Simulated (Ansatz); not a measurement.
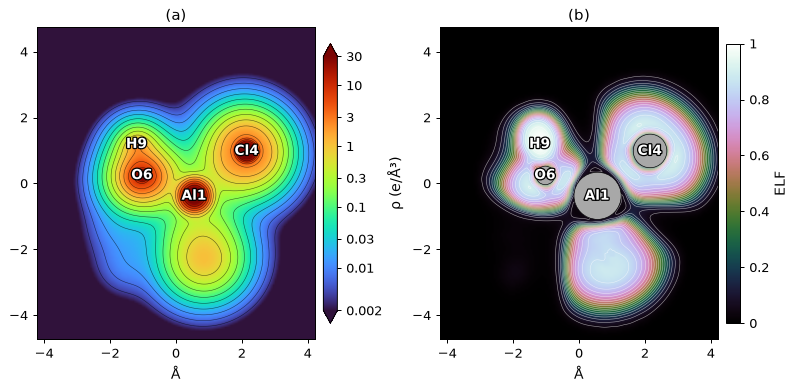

Figure. AlCl₂HO···H₂···H₂O. (a) total electron density; (b) ELF on the plane of atoms Cl4, Al1 and O6. Grey discs cover the atomic cores in the ELF map.

The product side of a reaction path; geometry: PBE0-D4/def2-TZVP; a saddle point, not a minimum.

All numbers below come from Ansatz, RKS PBE0-D4/def2-TZVPP.

```xyz
10

Al   -1.0138   -0.2619   -0.3914
H    -0.1650    1.5169   -0.8818
Cl   -0.1985   -1.5337   -1.8326
Cl   -2.8170    0.7190   -0.8107
H     1.3243   -0.2663    1.0449
O    -0.6176   -0.5541    1.2387
H     0.4706    1.1765   -0.6070
O     1.9063    0.1155    0.3704
H    -1.2030   -0.2799    1.9441
H     2.3136   -0.6322   -0.0747
```

Describe what can be read from this map.

The plane passes through Al, Cl, O and H nuclei.
Al–O (1.70 Å): the density is about 0.9 e/Å³ at the midpoint; the ELF peaks at about 0.85 in the valence shell of O, 0.7 Å from its nucleus, and is about 0.40 at the midpoint.
Al–Cl (2.10 Å): ρ at the midpoint is about 0.75 e/Å³; the ELF peaks at about 0.85 in the valence shell of Cl, 0.9 Å from its nucleus, and is about 0.80 at the midpoint.
O–H (0.96 Å): the density is about 3.8 e/Å³ at the midpoint; the ELF climbs to about 1 towards the hydrogen, as it does in any bond to H: a covalent bond by its length.
The ELF also peaks beside Cl3, O6 and Cl4, away from the bonds: lone-pair regions.
